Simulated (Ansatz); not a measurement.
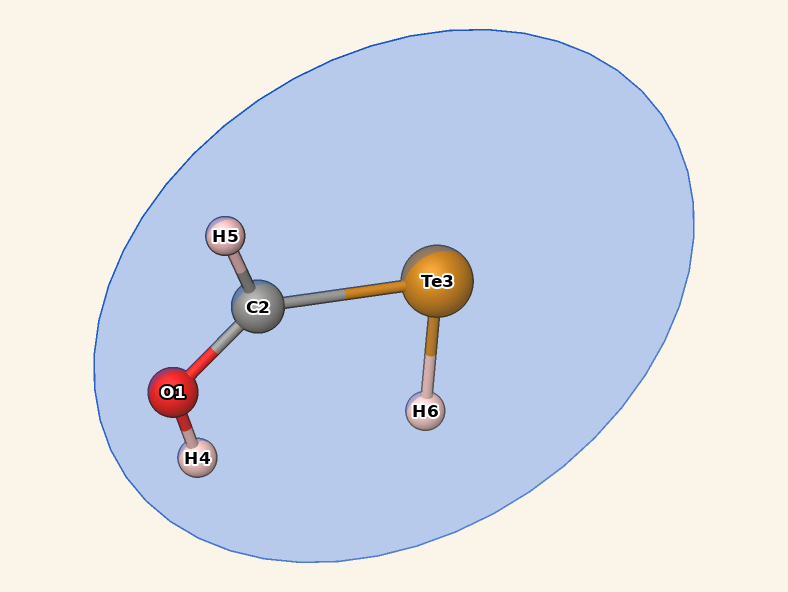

A disc through the centre of mass is drawn in. Distant atoms are faded towards the background colour. The species has charge +1 and is a spin singlet. The computed structure is the end point of a PBE0-D4/def2-TZVP optimisation. No frequency run is at hand to confirm it as a minimum.

Is the plane of the disc a mirror plane of the structure?

Yes. The reflection leaves O1, C2, Te3, H4, H5, H6 in place. The point group is Cs.
